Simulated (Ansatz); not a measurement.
**BMe2Br (C2H6BBr): one molecule under many settings**

Aim: run BMe2Br (C2H6BBr) under a spread of inputs, and see what each costs and gives.

The runs use Ansatz 0.2.0, Gaussian basis; the settings change from run to run.

## (1) The molecule

An earlier PBE0-D4/def2-SVP relaxation fixed the geometry.

10 atoms, charge 0, spin multiplicity 1.

Atoms are counted from 1 here; the program's logs count them from 0.

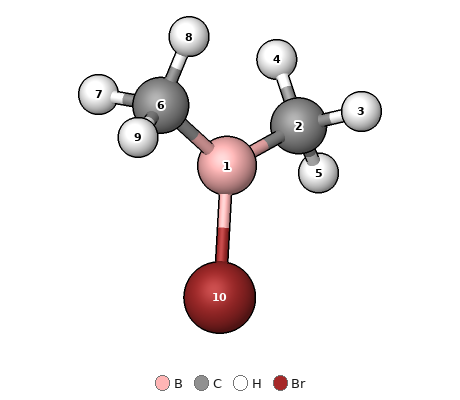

The structure; boron pink, carbon grey, hydrogen white, bromine red; atoms are numbered from 1 in the order of the file.

As a file:

```xyz
10
C2H6BBr
B    -0.2585   -0.4438    0.0000
C     1.3018   -0.5038    0.0326
H     1.5931   -0.4461    1.0999
H     1.7634    0.3685   -0.4568
H     1.7324   -1.4324   -0.3661
C    -1.0770    0.8861   -0.0321
H    -1.1960    1.1533   -1.1003
H    -0.5355    1.7235    0.4354
H    -2.0884    0.8080    0.3897
Br   -1.2353   -2.1135   -0.0024
```

## (2) wPBEh/cc-pVDZ

Options: atoms shaken by 0.15 Å, a grid of angular degree 47.

File in.yaml:

```yaml
crystal:
  periodic: [false, false, false]
  atoms:
    - {symbol: B, position_ang: [-0.284510, -0.529919, 0.109099]}
    - {symbol: C, position_ang: [1.038742, -0.598897, 0.265922]}
    - {symbol: H, position_ang: [1.642045, -0.333333, 1.009930]}
    - {symbol: H, position_ang: [1.841372, 0.394375, -0.484831]}
    - {symbol: H, position_ang: [1.726645, -1.414661, -0.460333]}
    - {symbol: C, position_ang: [-1.045002, 0.887889, -0.046644]}
    - {symbol: H, position_ang: [-1.111232, 1.012868, -0.954774]}
    - {symbol: H, position_ang: [-0.446297, 1.610882, 0.497339]}
    - {symbol: H, position_ang: [-2.139691, 0.697666, 0.250017]}
    - {symbol: Br, position_ang: [-1.322359, -2.035963, -0.104959]}
basis:
  gaussian: {orbitals: cc-pVDZ, final_grid: {core_spheres: 20, valence_spheres: 16, degree: 47}}
hamiltonian: {xc: {name: wPBEh}}
output: {forces: true}
```

The run is started by

```sh
$ ansatz run in.yaml --threads 4 --pin off --events-out ev --progress --plain --max-ram 3916MiB
```

What it wrote, cut to the lines that bear on the results:

```text
Functional definition: wPBEh
  name "wPBEh"
  cite "Heyd, Scuseria & Ernzerhof, J. Chem. Phys. 118, 8207 (2003) doi:10.1063/1.1564060"
  cite "Krukau, Vydrov, Izmaylov & Scuseria, J. Chem. Phys. 125, 224106 (2006) doi:10.1063/1.2404663"
  cite "Heyd & Scuseria, J. Chem. Phys. 120, 7274 (2004) doi:10.1063/1.1668634"
  cite "Ernzerhof & Perdew, J. Chem. Phys. 109, 3313 (1998) doi:10.1063/1.476928"
  cite "Perdew, Burke & Ernzerhof, Phys. Rev. Lett. 77, 3865 (1996) doi:10.1103/PhysRevLett.77.3865"
  parent pbe
[...]
968 factors; integrals over basis functions are off by at most 9.9e-4 eV
83 factors; integrals over basis functions are off by at most 3.8e-7 eV
[...]
mean field -72878.90764441 eV, -2678.2504568343 hartree, gradient 4.4e-5 eV, S^2 0.000000; 0 other end points of the search recorded, 0 dependent functions left out
[...]
reference -72878.90767699 eV, -2678.2504580316 hartree; 29, 29 occupied and 70, 70 virtual orbitals, 968 factors
Total energy: -72878.90767699 eV, -2678.2504580316 hartree
Atom 0 at    -0.284510    -0.529919     0.109099 Å, force    -8.580539     3.349443    -1.359669 eV/Å
Atom 1 at     1.038742    -0.598897     0.265922 Å, force    12.586239    -1.249029    -7.494714 eV/Å
Atom 2 at     1.642045    -0.333333     1.009930 Å, force     2.406453     0.702209     4.314368 eV/Å
Atom 3 at     1.841372     0.394375    -0.484831 Å, force    -2.919581    -1.833048     1.724149 eV/Å
Atom 4 at     1.726645    -1.414661    -0.460333 Å, force    -2.330915     1.388070     2.696688 eV/Å
Atom 5 at    -1.045002     0.887889    -0.046644 Å, force    -0.685025    -4.014896    10.522273 eV/Å
Atom 6 at    -1.111232     1.012868    -0.954774 Å, force    -0.292769     2.018053   -10.540178 eV/Å
Atom 7 at    -0.446297     1.610882     0.497339 Å, force    -0.365438     0.750165     0.096460 eV/Å
Atom 8 at    -2.139691     0.697666     0.250017 Å, force     1.396044     0.862872     0.246260 eV/Å
Atom 9 at    -1.322359    -2.035963    -0.104959 Å, force    -1.214469    -1.973839    -0.205637 eV/Å
Dipole moment:     0.299078     0.173859     0.017570 e Å
```

It took 2.6 s on 4 threads of Arm Neoverse V2, shared host.

Largest force 14.702 eV/Å, dipole 1.66 D.

## (3) CAM-B3LYP/STO-3G

This run has a grid of angular degree 47, D3(BJ) dispersion.

File in.yaml:

```yaml
crystal:
  periodic: [false, false, false]
  atoms:
    - {symbol: B, position_ang: [-0.258453, -0.443759, 0.000027]}
    - {symbol: C, position_ang: [1.301772, -0.503789, 0.032622]}
    - {symbol: H, position_ang: [1.593077, -0.446061, 1.099894]}
    - {symbol: H, position_ang: [1.763429, 0.368546, -0.456842]}
    - {symbol: H, position_ang: [1.732395, -1.432352, -0.366070]}
    - {symbol: C, position_ang: [-1.076958, 0.886098, -0.032051]}
    - {symbol: H, position_ang: [-1.195995, 1.153261, -1.100323]}
    - {symbol: H, position_ang: [-0.535523, 1.723528, 0.435436]}
    - {symbol: H, position_ang: [-2.088420, 0.808027, 0.389660]}
    - {symbol: Br, position_ang: [-1.235314, -2.113489, -0.002353]}
basis:
  gaussian: {orbitals: STO-3G, final_grid: {core_spheres: 20, valence_spheres: 16, degree: 47}}
hamiltonian: {xc: {name: CAM-B3LYP}, dispersion: d3bj}
scf: {omitted_lower_state_checks: [starts]}
output: {forces: true}
```

Launched as before.

What it wrote, cut to the lines that bear on the results:

```text
Functional definition: CAM-B3LYP
  name "CAM-B3LYP"
  cite "Yanai, Tew & Handy, Chem. Phys. Lett. 393, 51 (2004) doi:10.1016/j.cplett.2004.06.011"
  cite "Iikura, Tsuneda, Yanai & Hirao, J. Chem. Phys. 115, 3540 (2001) doi:10.1063/1.1383587"
  cite "Becke, Phys. Rev. A 38, 3098 (1988) doi:10.1103/PhysRevA.38.3098"
  cite "Lee, Yang & Parr, Phys. Rev. B 37, 785 (1988) doi:10.1103/PhysRevB.37.785"
  cite "Vosko, Wilk & Nusair, Can. J. Phys. 58, 1200 (1980) doi:10.1139/p80-159"
[...]
  # Exact exchange under (alpha + beta erf(omega r))/r, Becke's under what is left of 1/r.
[...]
463 factors; integrals over basis functions are off by at most 1.1e-4 eV
176 factors; integrals over basis functions are off by at most 2.2e-6 eV
[...]
mean field -72095.99598800 eV, -2649.4789841378 hartree, gradient 3.9e-5 eV, S^2 0.000000; 0 other end points of the search recorded, 0 dependent functions left out
[...]
Atom 1 at     1.301772    -0.503789     0.032622 Å, force     0.438493     0.286897     0.295222 eV/Å
Atom 2 at     1.593077    -0.446061     1.099894 Å, force     0.031376    -0.030964    -0.220390 eV/Å
Atom 3 at     1.763429     0.368546    -0.456842 Å, force    -0.057126    -0.232535     0.029727 eV/Å
Atom 4 at     1.732395    -1.432352    -0.366070 Å, force    -0.069439     0.166998    -0.007333 eV/Å
Atom 5 at    -1.076958     0.886098    -0.032051 Å, force     0.010099     0.502966    -0.287825 eV/Å
Atom 6 at    -1.195995     1.153261    -1.100323 Å, force    -0.029816     0.019470     0.213647 eV/Å
Atom 7 at    -0.535523     1.723528     0.435436 Å, force    -0.169690    -0.159419    -0.024588 eV/Å
Atom 8 at    -2.088420     0.808027     0.389660 Å, force     0.181476     0.025006     0.004989 eV/Å
Atom 9 at    -1.235314    -2.113489    -0.002353 Å, force     0.591293     1.010703     0.002878 eV/Å
Dipole moment:     0.146355     0.251680     0.000298 e Å
Checks for a lower state left out: starts
```

It took 0.9 s on 4 threads of Arm Neoverse V2, shared host.

Largest force 1.840 eV/Å, dipole 1.40 D.

## (4) wPBEh/cc-pVDZ

Options: charge -1, multiplicity 2, atoms shaken by 0.03 Å, the search for lower states set to light.

File in.yaml:

```yaml
crystal:
  periodic: [false, false, false]
  atoms:
    - {symbol: B, position_ang: [-0.289171, -0.447268, 0.017300]}
    - {symbol: C, position_ang: [1.295717, -0.483185, 0.046483]}
    - {symbol: H, position_ang: [1.616813, -0.394958, 1.043484]}
    - {symbol: H, position_ang: [1.783490, 0.427744, -0.403294]}
    - {symbol: H, position_ang: [1.740109, -1.453030, -0.357043]}
    - {symbol: C, position_ang: [-1.076214, 0.897954, -0.053815]}
    - {symbol: H, position_ang: [-1.169692, 1.198203, -1.147895]}
    - {symbol: H, position_ang: [-0.503779, 1.710060, 0.438267]}
    - {symbol: H, position_ang: [-2.107627, 0.825181, 0.376896]}
    - {symbol: Br, position_ang: [-1.267073, -2.123967, -0.053303]}
basis:
  gaussian: {orbitals: cc-pVDZ}
total_charge: -1
magnetization: {spin_polarized: true, initial_magnetization: 1}
hamiltonian: {xc: {name: wPBEh}}
scf: {lower_state_search: light}
```

The command is unchanged.

What it wrote, cut to the lines that bear on the results:

```text
Functional definition: wPBEh
  name "wPBEh"
  cite "Heyd, Scuseria & Ernzerhof, J. Chem. Phys. 118, 8207 (2003) doi:10.1063/1.1564060"
  cite "Krukau, Vydrov, Izmaylov & Scuseria, J. Chem. Phys. 125, 224106 (2006) doi:10.1063/1.2404663"
  cite "Heyd & Scuseria, J. Chem. Phys. 120, 7274 (2004) doi:10.1063/1.1668634"
  cite "Ernzerhof & Perdew, J. Chem. Phys. 109, 3313 (1998) doi:10.1063/1.476928"
  cite "Perdew, Burke & Ernzerhof, Phys. Rev. Lett. 77, 3865 (1996) doi:10.1103/PhysRevLett.77.3865"
  parent pbe
[...]
966 factors; integrals over basis functions are off by at most 1.3e-3 eV
84 factors; integrals over basis functions are off by at most 3.0e-7 eV
[...]
mean field -72882.21560104 eV, -2678.3720219983 hartree, gradient 5.0e-5 eV, S^2 0.754982; 0 other end points of the search recorded, 0 dependent functions left out
reference -72882.21563188 eV, -2678.3720231317 hartree; 30, 29 occupied and 69, 70 virtual orbitals, 966 factors
Total energy: -72882.21563188 eV, -2678.3720231317 hartree
```

It took 2.3 s on 4 threads of Arm Neoverse V2, shared host.

⟨S²⟩ 0.755.

## (5) PBE0-DH/def2-mTZVPP

File in.yaml:

```yaml
crystal:
  periodic: [false, false, false]
  atoms:
    - {symbol: B, position_ang: [-0.258453, -0.443759, 0.000027]}
    - {symbol: C, position_ang: [1.301772, -0.503789, 0.032622]}
    - {symbol: H, position_ang: [1.593077, -0.446061, 1.099894]}
    - {symbol: H, position_ang: [1.763429, 0.368546, -0.456842]}
    - {symbol: H, position_ang: [1.732395, -1.432352, -0.366070]}
    - {symbol: C, position_ang: [-1.076958, 0.886098, -0.032051]}
    - {symbol: H, position_ang: [-1.195995, 1.153261, -1.100323]}
    - {symbol: H, position_ang: [-0.535523, 1.723528, 0.435436]}
    - {symbol: H, position_ang: [-2.088420, 0.808027, 0.389660]}
    - {symbol: Br, position_ang: [-1.235314, -2.113489, -0.002353]}
basis:
  gaussian: {orbitals: def2-mTZVPP}
hamiltonian: {xc: {name: PBE0-DH}}
scf: {omitted_lower_state_checks: [starts]}
output: {forces: true}
```

Same command.

What it wrote, cut to the lines that bear on the results:

```text
Functional definition: PBE0-DH
  name "PBE0-DH"
  cite "Brémond & Adamo, J. Chem. Phys. 135, 024106 (2011) doi:10.1063/1.3604569"
  cite "Perdew, Burke & Ernzerhof, Phys. Rev. Lett. 77, 3865 (1996) doi:10.1103/PhysRevLett.77.3865"
[...]
1134 factors; integrals over basis functions are off by at most 1.3e-3 eV
[...]
mean field -72880.07506511 eV, -2678.2933587538 hartree, gradient 2.8e-6 eV, S^2 0.000000; 0 other end points of the search recorded, 0 dependent functions left out
12 core orbitals not correlated: weight in the atoms' cores, before any rotation towards them, 1.000 or more for the frozen orbitals, at most 0.000 for the correlated occupied ones
reference -72880.07508290 eV, -2678.2933594075 hartree; 17, 17 occupied and 94, 94 virtual orbitals, 1134 factors
second order -20.31614534 eV of doubles, -0.00000000 eV of singles
[...]
Atom 1 at     1.301772    -0.503789     0.032622 Å, force     0.152741     0.019167     0.094698 eV/Å
Atom 2 at     1.593077    -0.446061     1.099894 Å, force    -0.075723    -0.028543    -0.359628 eV/Å
Atom 3 at     1.763429     0.368546    -0.456842 Å, force    -0.165020    -0.318616     0.158669 eV/Å
Atom 4 at     1.732395    -1.432352    -0.366070 Å, force    -0.152741     0.344950     0.128627 eV/Å
Atom 5 at    -1.076958     0.886098    -0.032051 Å, force    -0.068536     0.131823    -0.088299 eV/Å
Atom 6 at    -1.195995     1.153261    -1.100323 Å, force     0.023368    -0.073468     0.355018 eV/Å
Atom 7 at    -0.535523     1.723528     0.435436 Å, force    -0.195996    -0.299068    -0.149542 eV/Å
Atom 8 at    -2.088420     0.808027     0.389660 Å, force     0.372027     0.036796    -0.136877 eV/Å
Atom 9 at    -1.235314    -2.113489    -0.002353 Å, force     0.011447     0.020645     0.001066 eV/Å
Dipole moment:     0.195506     0.335550     0.000307 e Å
Checks for a lower state left out: starts
```

Wall time 4.6 s (4 threads of Arm Neoverse V2, shared host).

Largest force 0.399 eV/Å, dipole 1.87 D.

## (6) All runs side by side

| level | charge | multiplicity | geometry | functions | energy (eV) | time |
| --- | --- | --- | --- | --- | --- | --- |
| wPBEh/cc-pVDZ | 0 | 1 | shaken | 99 | -72878.908 | 2.6 s |
| CAM-B3LYP/STO-3G | 0 | 1 | relaxed | 39 | -72096.156 | 0.9 s |
| wPBEh/cc-pVDZ | -1 | 2 | shaken | 99 | -72882.216 | 2.3 s |
| PBE0-DH/def2-mTZVPP | 0 | 1 | relaxed | 123 | -72882.615 | 4.6 s |

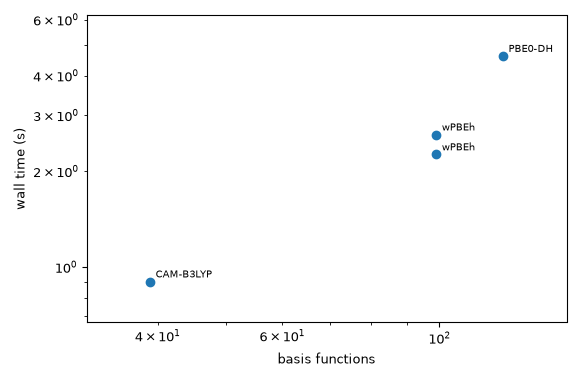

Wall time against the number of basis functions (shared host).

## (7) Results

| quantity | value |
| --- | --- |
| runs | 4 |
| quickest | CAM-B3LYP/STO-3G, 0.9 s |
| slowest | PBE0-DH/def2-mTZVPP, 4.6 s |
| spread of total energies, same state and geometry | 786.5 eV |
| dipole, same state and geometry | 1.40 to 1.87 D |

Run time spans a factor of 5, from CAM-B3LYP/STO-3G to PBE0-DH/def2-mTZVPP. The jobs differ in tasks and options as well as level. The totals spread over 786 eV; they can't be compared across methods or bases. At the PBE0-D4/def2-SVP geometry and in the same state, runs without warnings or point charges leave forces up to 1.84 eV/Å (CAM-B3LYP/STO-3G), against 14.7 eV/Å where the atoms were moved.
